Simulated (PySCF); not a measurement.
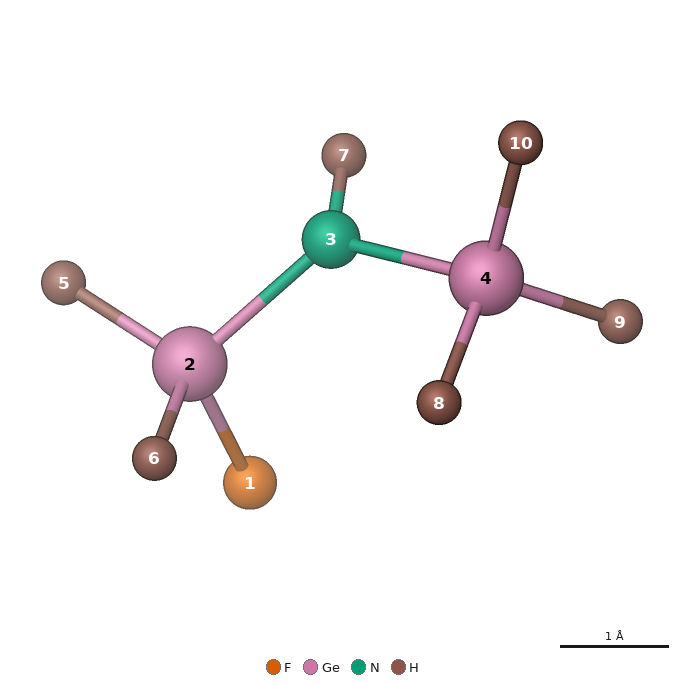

Orthographic view. Distant atoms are faded towards the background colour. The computed structure is the end point of a PBE0-D3(BJ)/def2-SVP optimisation. No frequency run is at hand to confirm it as a minimum.

Write a Z-matrix (Å, degrees) in the order of the atom numbers, with these reference atoms: 2 to 1; 3 to 2, 1; 4 to 3, 2, 1; 5 to 2, 1, 3; 6 to 2, 5, 1; 7 to 3, 2, 6; 8 to 4, 3, 7; 9 to 4, 8, 3; 10 to 4, 8, 9.

```
F  
Ge   1   1.751
N    2   1.808   1   110.2
Ge   3   1.843   2   126.2   1   -77.7
H    2   1.534   1   105.3   3   118.6
H    2   1.532   5   116.4   1  -116.4
H    3   1.016   2   115.0   6  -164.3
H    4   1.537   3   105.8   7   177.2
H    4   1.542   8   110.2   3  -121.3
H    4   1.540   8   110.9   9  -121.1
```
